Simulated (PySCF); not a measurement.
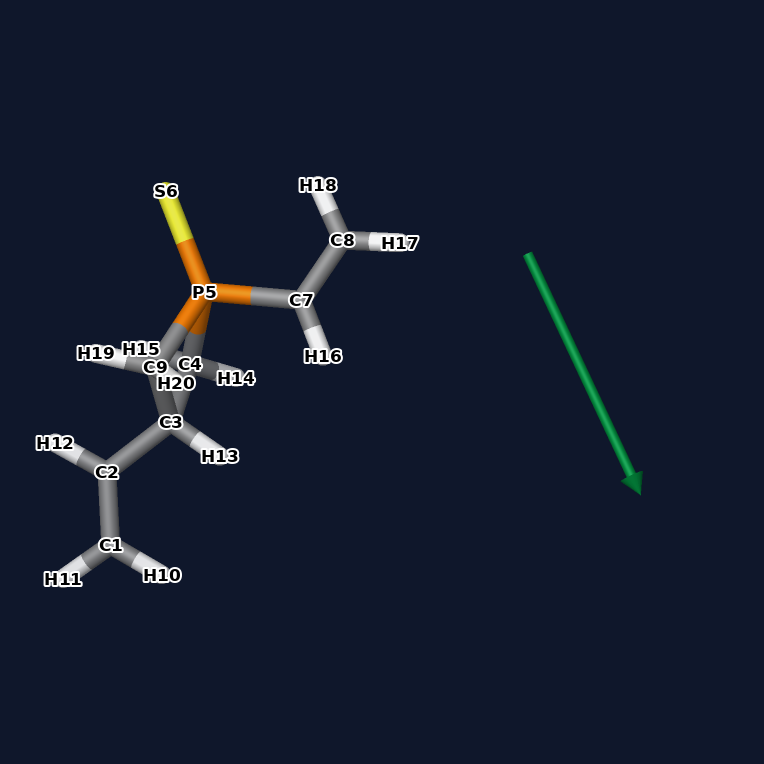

The arrow beside the molecule shows the direction of the dipole moment, from the negative to the positive end (its length means nothing). The geometry was computed by an optimisation with GFN2-xTB. No frequency run is at hand to confirm it as a minimum. Level of theory: PBE0/pcSseg-1, gas phase (PySCF 2.14.0).

> Estimate the dipole moment.

4.35 D; it points from the side of S6 to the side of H10 (the outermost atoms at the two ends).

The geometry is semi-empirical. Around P such bond lengths and angles can be off by a tenth of an ångström or more and by several degrees, and values that hang on the shape move with them.
